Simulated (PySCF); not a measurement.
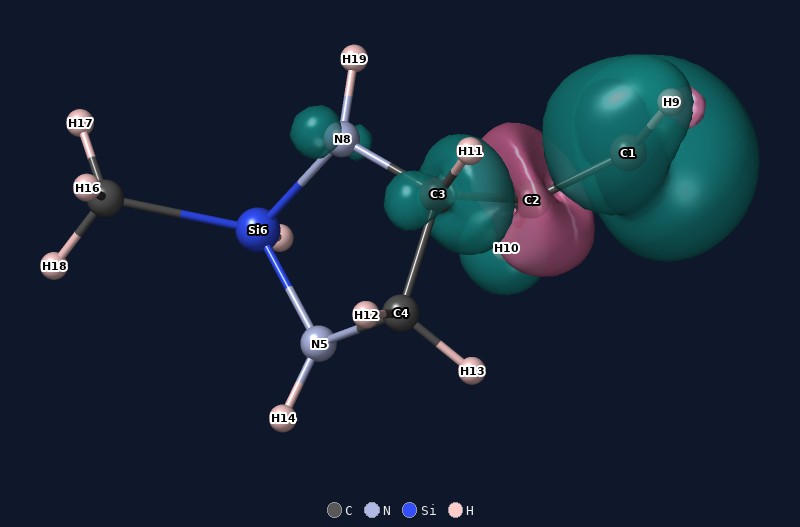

Figure. C₅H₁₁N₂Si (doublet). Isosurfaces of the spin density (α minus β) at +0.015 (teal) and −0.015 e/Å³ (pink), seen at a tilt.

Geometry: GFN2-xTB.

Computed with PySCF, UKS B3LYP, pcH-1 on C H N Si, non-relativistic, mean-field spin-orbit, GIAO.

```yaml
atoms:
  - { symbol: C, position_ang: [-2.4909, -1.5201, 1.8595] }
  - { symbol: C, position_ang: [-1.4002, -1.2367, 1.2395] }
  - { symbol: C, position_ang: [-1.2577, -0.2792, 0.0326] }
  - { symbol: C, position_ang: [-0.5268, -1.0051, -1.0985] }
  - { symbol: N, position_ang: [0.8848, -0.8494, -0.8374] }
  - { symbol: Si, position_ang: [1.2364, 0.4885, 0.1843] }
  - { symbol: C, position_ang: [2.1565, 1.9837, -0.5227] }
  - { symbol: N, position_ang: [-0.4437, 0.8487, 0.3680] }
  - { symbol: H, position_ang: [-3.5202, -1.2517, 1.7679] }
  - { symbol: H, position_ang: [-0.4371, -1.6387, 1.5244] }
  - { symbol: H, position_ang: [-2.2565, 0.0430, -0.2802] }
  - { symbol: H, position_ang: [-0.8144, -0.5604, -2.0618] }
  - { symbol: H, position_ang: [-0.8023, -2.0655, -1.1169] }
  - { symbol: H, position_ang: [1.4846, -1.2262, -1.5496] }
  - { symbol: H, position_ang: [1.9294, -0.0250, 1.3790] }
  - { symbol: H, position_ang: [1.6493, 2.4238, -1.3754] }
  - { symbol: H, position_ang: [2.2749, 2.7553, 0.2299] }
  - { symbol: H, position_ang: [3.1509, 1.6889, -0.8398] }
  - { symbol: H, position_ang: [-0.8269, 1.4352, 1.0896] }
```

### Where is the unpaired spin?

The unpaired spin (1 electron) lies mostly on C1 (about 0.8), in electrons by Hirshfeld's partition.
